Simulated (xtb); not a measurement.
**Geometry relaxation, with input and output: C$_{2}$H$_{6}$ClSi (part 1 of 3)**

System: C$_{2}$H$_{6}$ClSi, multiplicity 2, SMILES [CH2]C[SiH2]Cl.
Method: GFN2-xTB (xtb 6.7.1).

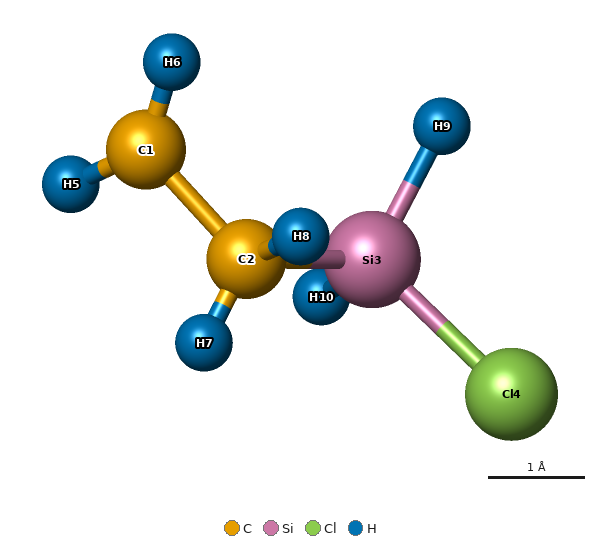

Figure 1. The structure as given in the input (ball-and-stick view, seen at a tilt; atoms are numbered from 1 in the order of the input). Bond lengths as drawn: Cl–Si 2.07 Å, C–C 1.57 Å, C–H 0.98 to 1.14 Å, C–Si 1.88 Å and H–Si 1.41 to 1.57 Å.

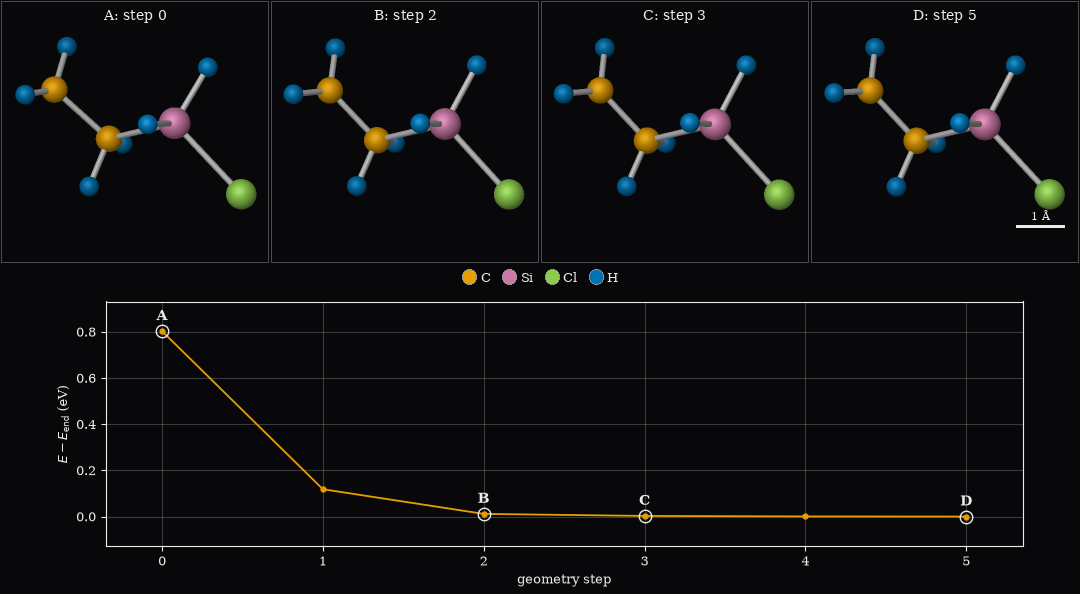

Figure 2. Frames of the relaxation (ball-and-stick view, seen at a tilt) above the curves, on which the letters mark them (steps are counted from 0).

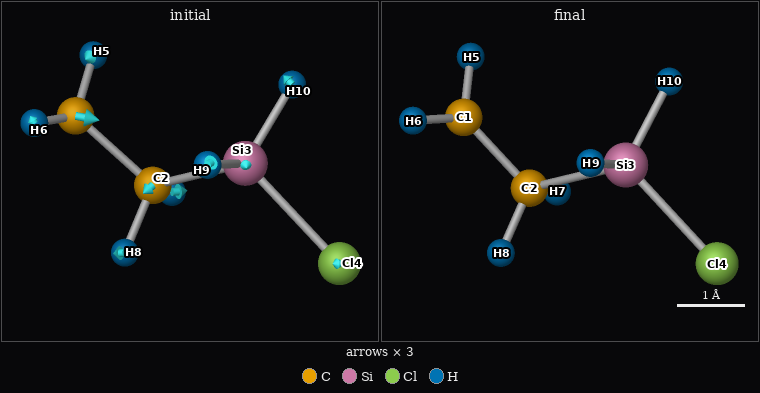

Figure 3. Before (left) and after (right) the relaxation, at one scale (ball-and-stick view, seen at a tilt). The teal arrows give the displacements, magnified 3 times. After 5 geometry steps the energy has fallen by 0.803 eV. The largest move after the best rigid fit is that of C1, 0.12 Å. By element the largest moves are C 0.12 Å, H 0.09 Å, Si 0.05 Å, Cl 0.04 Å. Among the contacts that change: Si3–H9 1.571 → 1.459 Å, C1–C2 1.565 → 1.456 Å, C2–H7 0.992 → 1.093 Å, C1–H6 0.981 → 1.071 Å. Among the angles that change: H5–C1–H6 130.5° → 118.1°, C2–C1–H5 108.6° → 120.7°, Si3–C2–H7 114.9° → 108.3°. (Atoms are counted from 1 in the order of the input.)

These pictures come from the run below.

## Input (input.xyz)
```
10
start
C     -1.32917000     0.93283000     0.40349000
C     -0.63561000    -0.21111000    -0.40944000
Si     1.19551000    -0.34981000    -0.00234000
Cl     2.02091000    -1.98427000    -0.96321000
H     -1.16852000     1.90451000    -0.13767000
H     -1.54050000     0.75499000     1.34522000
H     -0.84480000    -0.14577000    -1.37702000
H     -1.08498000    -1.19363000    -0.05959000
H      1.37472000    -0.60687000     1.53678000
H      1.92632000     0.76018000    -0.47704000
```

Run as:
```bash
xtb --opt loose --uhf 1 -P 1 -- input.xyz > input.out 2> xtb.err
```

## What the program printed
```
* xtb version 6.7.1
   ID    Z sym.   atoms
    1    6 C      1, 2
    2   14 Si     3
    3   17 Cl     4
    4    1 H      5-10

           -------------------------------------------------
          |                Calculation Setup                |
           -------------------------------------------------

          program call               : xtb --opt loose --uhf 1 -P 1 -- input.xyz
          coordinate file            : input.xyz
          omp threads                :                     1

           -------------------------------------------------
          |                 G F N 2 - x T B                 |
           -------------------------------------------------

      * Hamiltonian:
        H0-scaling (s, p, d)           1.850000    2.230000    2.230000
        zeta-weighting                 0.500000
      * Dispersion:
        s8                             2.700000
        a1                             0.520000
        a2                             5.000000
        s9                             5.000000
      * Repulsion:
        kExp                           1.500000    1.000000
        rExp                           1.000000
      * Coulomb:
        alpha                          2.000000
        third order                    shell-resolved
        anisotropic                    true
        a3                             3.000000
        a5                             4.000000
        cn-shift                       1.200000
        cn-exp                         4.000000
        max-rad                        5.000000

          ...................................................
          :                      SETUP                      :
          :.................................................:
          :  # basis functions                  34          :
          :  # atomic orbitals                  32          :
          :  # shells                           16          :
          :  # electrons                        25          :
          :  max. iterations                   250          :
          :  Hamiltonian                  GFN2-xTB          :
          :  restarted?                      false          :
          :  GBSA solvation                  false          :
          :  PC potential                    false          :
          :  electronic temp.          300.0000000     K    :
          :  accuracy                    1.0000000          :
          :  -> integral cutoff          0.2500000E+02      :
          :  -> integral neglect         0.1000000E-07      :
          :  -> SCF convergence          0.1000000E-05 Eh   :
          :  -> wf. convergence          0.1000000E-03 e    :
          :  Broyden damping             0.4000000          :
          :  net charge                          0          :
          :  unpaired electrons                  1          :
          ...................................................

 iter      E             dE          RMSdq      gap      omega  full diag
   1    -13.5887858 -0.135888E+02  0.626E+00    3.87       0.0  T
   2    -13.6828853 -0.940995E-01  0.239E+00    2.53       1.0  T
   3    -13.6866558 -0.377042E-02  0.244E+00    3.61       1.0  T
   4    -13.6937296 -0.707384E-02  0.110E+00    3.17       1.0  T
   5    -13.6930362  0.693401E-03  0.707E-01    3.23       1.0  T
   6    -13.6938824 -0.846173E-03  0.146E-01    3.06       1.0  T
   7    -13.6938730  0.936894E-05  0.754E-02    3.07       1.0  T
   8    -13.6938918 -0.188245E-04  0.255E-02    3.04       1.2  T
   9    -13.6938924 -0.591021E-06  0.188E-02    3.04       1.7  T
  10    -13.6938937 -0.126064E-05  0.848E-03    3.04       3.7  T
  11    -13.6938939 -0.238327E-06  0.550E-03    3.04       5.7  T
  12    -13.6938940 -0.745905E-07  0.286E-03    3.04      11.1  T
  13    -13.6938940 -0.366828E-07  0.988E-04    3.04      32.0  T
  14    -13.6938940  0.323409E-09  0.809E-04    3.04      39.1  T

   *** convergence criteria satisfied after 14 iterations ***

         #    Occupation            Energy/Eh            Energy/eV
      -------------------------------------------------------------
         1        2.0000           -1.0515630             -28.6145
       ...           ...                  ...                  ...
         7        2.0000           -0.4609320             -12.5426
         8        2.0000           -0.4497777             -12.2391
         9        2.0000           -0.4473460             -12.1729
        10        2.0000           -0.4447233             -12.1015
        11        2.0000           -0.4245100             -11.5515
        12        2.0000           -0.4226288             -11.5003
        13        1.0000           -0.3155827              -8.5874 (HOMO)
        14                         -0.2037929              -5.5455 (LUMO)
        15                         -0.1837298              -4.9995
        16                         -0.1688372              -4.5943
        17                         -0.0708643              -1.9283
        18                         -0.0661324              -1.7996
       ...                                ...                  ...
        32                          0.8333983              22.6779
      -------------------------------------------------------------
                  HL-Gap            0.1117898 Eh            3.0420 eV
             Fermi-level           -0.3143968 Eh           -8.5552 eV

 SCC (total)                   0 d,  0 h,  0 min,  0.007 sec
 SCC setup                      ...        0 min,  0.000 sec (  1.507%)
 Dispersion                     ...        0 min,  0.000 sec (  0.681%)
 classical contributions        ...        0 min,  0.000 sec (  0.285%)
 integral evaluation            ...        0 min,  0.001 sec ( 18.166%)
 iterations                     ...        0 min,  0.004 sec ( 53.614%)
 molecular gradient             ...        0 min,  0.002 sec ( 24.204%)
 printout                       ...        0 min,  0.000 sec (  1.410%)

         :::::::::::::::::::::::::::::::::::::::::::::::::::::
         ::                     SUMMARY                     ::
         :::::::::::::::::::::::::::::::::::::::::::::::::::::
         :: total energy             -13.549114762290 Eh    ::
         :: gradient norm              0.215543149811 Eh/a0 ::
         :: HOMO-LUMO gap              3.041955409021 eV    ::
         ::.................................................::
         :: SCC energy               -13.693889792702 Eh    ::
         :: -> isotropic ES            0.023004652835 Eh    ::
         :: -> anisotropic ES          0.001917201849 Eh    ::
         :: -> anisotropic XC          0.006326966653 Eh    ::
         :: -> dispersion             -0.005827963147 Eh    ::
         :: repulsion energy           0.144775030412 Eh    ::
         :: add. restraining           0.000000000000 Eh    ::
         :: total charge              -0.000000000000 e     ::
         :::::::::::::::::::::::::::::::::::::::::::::::::::::

      -----------------------------------------------------------
     |                   =====================                   |
     |                        A N C O P T                        |
     |                   =====================                   |
     |               Approximate Normal Coordinate               |
     |                Rational Function Optimizer                |
      -----------------------------------------------------------
      -----------------------------------------------------------
     |                   =====================                   |
     |                        A N C O P T                        |
     |                   =====================                   |
     |               Approximate Normal Coordinate               |
     |                Rational Function Optimizer                |
      -----------------------------------------------------------

          ...................................................
          :                      SETUP                      :
          :.................................................:
          :   optimization level             loose          :
          :   max. optcycles                   200          :
          :   ANC micro-cycles                  20          :
          :   degrees of freedom                24          :
          :.................................................:
          :   RF solver                   davidson          :
          :   write xtbopt.log                true          :
          :   linear?                        false          :
          :   energy convergence         0.5000000E-04 Eh   :
          :   grad. convergence          0.4000000E-02 Eh/α :
          :   maxmium RF displ.          1.0000000          :
          :   Hlow (freq-cutoff)         0.1000000E-01      :
          :   Hmax (freq-cutoff)         5.0000000          :
          :   S6 in model hess.         20.0000000          :
          ...................................................

generating ANC from exact Hessian ...
Using Lindh-Hessian (1995)
 Shifting diagonal of input Hessian by    8.4565020798198377E-003
 Lowest  eigenvalues of input Hessian
    0.000000    0.000000    0.000000    0.000000    0.000000    0.000000
    0.010000    0.012252    0.013984    0.015082    0.017746    0.021737
    0.028836    0.031847    0.046873    0.050695    0.066984    0.082899
 Highest eigenvalues
    0.613165    0.684030    0.897402    1.088282    1.291176    1.463442

........................................................................
.............................. CYCLE    1 ..............................
........................................................................

 iter      E             dE          RMSdq      gap      omega  full diag
   1    -13.6938940 -0.136939E+02  0.264E-04    3.04       0.0  T
   2    -13.6938940 -0.193227E-09  0.172E-04    3.04     183.8  T
   3    -13.6938940 -0.898535E-10  0.108E-04    3.04     291.5  T
     SCC iter.                  ...        0 min,  0.001 sec
     gradient                   ...        0 min,  0.002 sec
 * total energy  :   -13.5491148 Eh     change       -0.3181327E-08 Eh
   gradient norm :     0.2155440 Eh/α   predicted     0.0000000E+00 (-100.00%)
   displ. norm   :     0.2437056 α      lambda       -0.3900088E-01
   maximum displ.:     0.1280462 α      in ANC's #24, #10, #16, ...

........................................................................
.............................. CYCLE    2 ..............................
........................................................................

 iter      E             dE          RMSdq      gap      omega  full diag
   1    -13.7001484 -0.137001E+02  0.595E-01    3.06       0.0  T
   2    -13.7003007 -0.152273E-03  0.396E-01    2.99       1.0  T
   3    -13.7002845  0.161589E-04  0.168E-01    3.01       1.0  T
   4    -13.7003452 -0.606385E-04  0.681E-02    2.98       1.0  T
   5    -13.7003492 -0.404527E-05  0.315E-02    2.98       1.0  T
   6    -13.7003509 -0.163051E-05  0.230E-02    2.99       1.4  T
   7    -13.7003525 -0.161655E-05  0.148E-02    2.98       2.1  T
   8    -13.7003532 -0.761920E-06  0.800E-03    2.98       4.0  T
   9    -13.7003534 -0.200850E-06  0.316E-03    2.98      10.0  T
  10    -13.7003535 -0.183287E-07  0.140E-03    2.98      22.6  T
  11    -13.7003535 -0.375512E-08  0.607E-04    2.98      52.1  T
  12    -13.7003535 -0.109407E-08  0.299E-04    2.98     105.8  T
     SCC iter.                  ...        0 min,  0.003 sec
     gradient                   ...        0 min,  0.002 sec
 * total energy  :   -13.5742720 Eh     change       -0.2515728E-01 Eh
   gradient norm :     0.0649502 Eh/α   predicted    -0.2065862E-01 ( -17.88%)
   displ. norm   :     0.1901815 α      lambda       -0.7537554E-02
   maximum displ.:     0.0770058 α      in ANC's #10, #16, #8, ...

........................................................................
.............................. CYCLE    3 ..............................
........................................................................

 iter      E             dE          RMSdq      gap      omega  full diag
   1    -13.7087773 -0.137088E+02  0.518E-01    2.97       0.0  T
   2    -13.7088413 -0.640482E-04  0.355E-01    2.93       1.0  T
   3    -13.7088200  0.212830E-04  0.116E-01    2.93       1.0  T
   4    -13.7088555 -0.354642E-04  0.389E-02    2.92       1.0  T
   5    -13.7088556 -0.114863E-06  0.173E-02    2.91       1.8  T
   6    -13.7088564 -0.826938E-06  0.128E-02    2.92       2.5  T
   7    -13.7088567 -0.277694E-06  0.605E-03    2.92       5.2  T
   8    -13.7088568 -0.989556E-07  0.352E-03    2.92       9.0  T
   9    -13.7088569 -0.495691E-07  0.195E-03    2.92      16.2  T
  10    -13.7088569 -0.825299E-08  0.780E-04    2.92      40.6  T
  11    -13.7088569 -0.684906E-09  0.286E-04    2.92     110.4  T
     SCC iter.                  ...        0 min,  0.003 sec
     gradient                   ...        0 min,  0.002 sec
 * total energy  :   -13.5781983 Eh     change       -0.3926264E-02 Eh
   gradient norm :     0.0132578 Eh/α   predicted    -0.3905089E-02 (  -0.54%)
   displ. norm   :     0.0813235 α      lambda       -0.5657568E-03
   maximum displ.:     0.0429318 α      in ANC's #6, #12, #15, ...

........................................................................
.............................. CYCLE    4 ..............................
........................................................................

 iter      E             dE          RMSdq      gap      omega  full diag
   1    -13.7065669 -0.137066E+02  0.163E-01    2.93       0.0  T
   2    -13.7065719 -0.502378E-05  0.114E-01    2.94       1.0  T
   3    -13.7065677  0.416177E-05  0.371E-02    2.92       1.0  T
   4    -13.7065732 -0.553214E-05  0.185E-02    2.94       1.7  T
   5    -13.7065737 -0.455425E-06  0.757E-03    2.93       4.2  T
   6    -13.7065738 -0.941863E-07  0.302E-03    2.93      10.5  T
   7    -13.7065738 -0.939568E-08  0.123E-03    2.93      25.6  T
   8    -13.7065738 -0.171417E-08  0.103E-03    2.93      30.7  T
   9    -13.7065738 -0.468446E-08  0.581E-04    2.93      54.4  T
  10    -13.7065738 -0.722020E-09  0.173E-04    2.93     182.3  T
     SCC iter.                  ...        0 min,  0.002 sec
     gradient                   ...        0 min,  0.002 sec
 * total energy  :   -13.5785258 Eh     change       -0.3275018E-03 Eh
   gradient norm :     0.0066569 Eh/α   predicted    -0.2847477E-03 ( -13.05%)
   displ. norm   :     0.0550492 α      lambda       -0.1298928E-03
   maximum displ.:     0.0255789 α      in ANC's #2, #12, #5, ...
```
